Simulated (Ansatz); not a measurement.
# CH5FGe (SMILES F[CH2][GeH3]): what the fields show

Input file:

```
crystal:
  periodic: [false, false, false]
  atoms:
    - symbol: C
      position_ang: [1.143399, -0.122600, -0.992453]
    - symbol: F
      position_ang: [1.011285, 0.834552, -1.971973]
    - symbol: Ge
      position_ang: [-0.273092, -1.479170, -1.194961]
    - symbol: H
      position_ang: [2.139328, -0.590918, -1.073485]
    - symbol: H
      position_ang: [1.076348, 0.359025, -0.001845]
    - symbol: H
      position_ang: [-0.149957, -2.140591, -2.577186]
    - symbol: H
      position_ang: [-0.114904, -2.543661, -0.092407]
    - symbol: H
      position_ang: [-1.647410, -0.801844, -1.069852]
basis:
  gaussian:
    orbitals: def2-TZVPD
hamiltonian:
  xc: {name: PBE0}
output:
  forces: true
  orbitals: {seedname: orbitals}
```

Run with:

```sh
ansatz run input.yaml --threads 1 --pin off --max-ram 2610MiB --events-out events.jsonl --progress --plain --runs-dir runs
```

Geometry: PBE0-D3(BJ)/def2-SVP.

Level of theory: isolated molecule in a Gaussian basis; Kohn-Sham density functional theory, functional PBE0 in Ansatz.

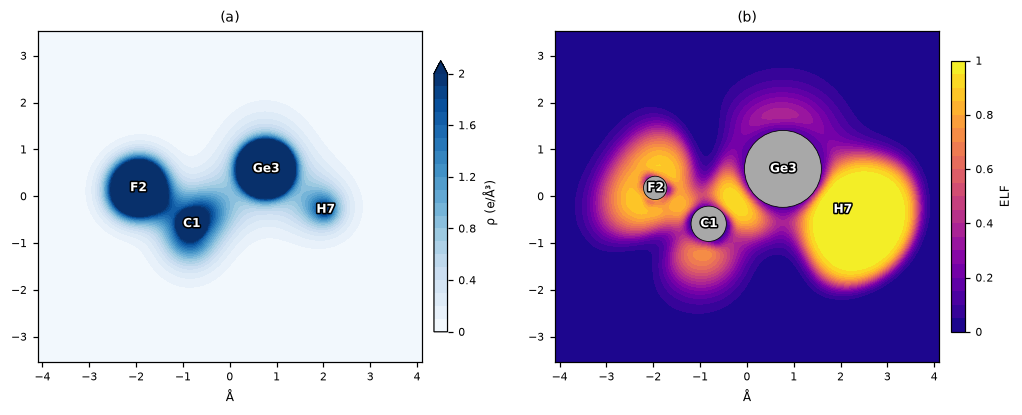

Figure 1. (a) total electron density; (b) electron localisation function on the plane of atoms C1, Ge3 and H7. Grey discs cover the atomic cores in the ELF map.

Question: Interpret the plot.

Answer: The plane passes through C, F, Ge and H nuclei. C–F (1.38 Å): ρ is about 2.1 e/Å³ halfway, with its minimum of 1.7 e/Å³ about 0.5 Å from C; the ELF peaks at about 0.80 between the atoms, as expected for a polar covalent bond. C–Ge (1.97 Å): ρ is about 0.88 e/Å³ halfway; the ELF peaks at about 0.95 in the valence shell of C, 0.7 Å from its nucleus, and is about 0.75 at the midpoint. Ge–H (1.54 Å): ρ is about 1 e/Å³ halfway; the ELF climbs to about 1 towards the hydrogen. The ELF also peaks beside F2, away from the bonds: lone-pair regions.

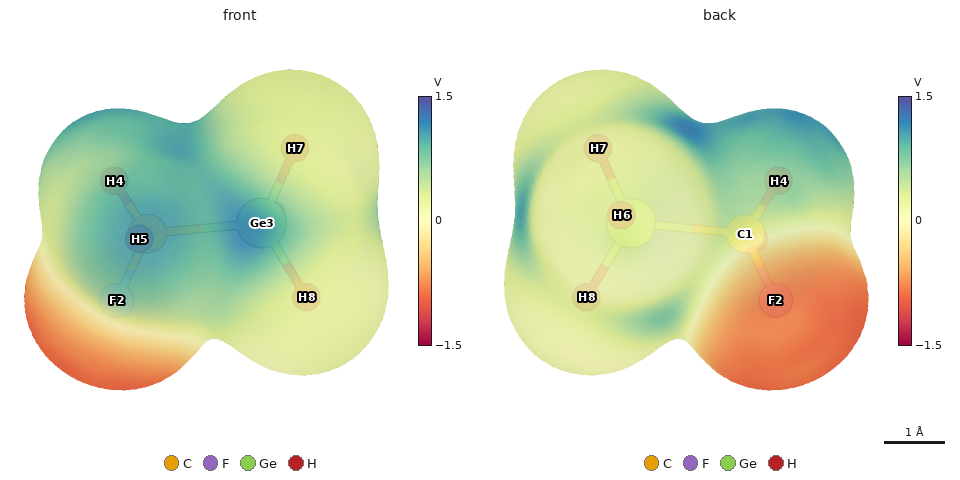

Figure 2. The electrostatic potential painted on the density surface at 0.002 e/bohr³, seen from the front and from behind; the colour scale runs from red (negative) to blue (positive).

Question: Which sites attract a positive test charge, and which a negative one?

Answer: A positive charge is drawn to the negative regions and a negative charge to the positive ones. The most negative region (about −0.9 V) lies over F2, the most positive (about +1.2 V) over Ge3.

Question: What dipole moment does the calculation give?

Answer: Its dipole moment is 1.53 D.

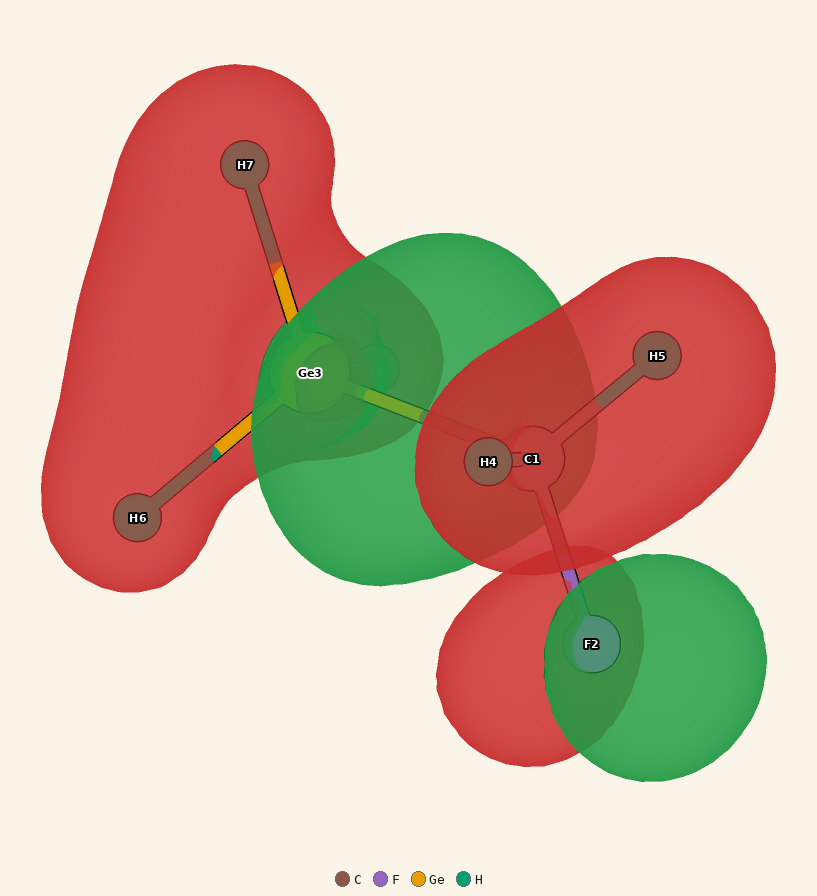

Figure 3. The HOMO at ±0.08 Å⁻³ᐟ² (green and red are the two phases), seen at an oblique angle.

Question: Describe this orbital and give its energy.

Answer: Its weight (Hirshfeld) is mainly on C1 (about 30 %), Ge3 (about 25 %) and F2 (about 25 %). Its energy is −8.50 eV.
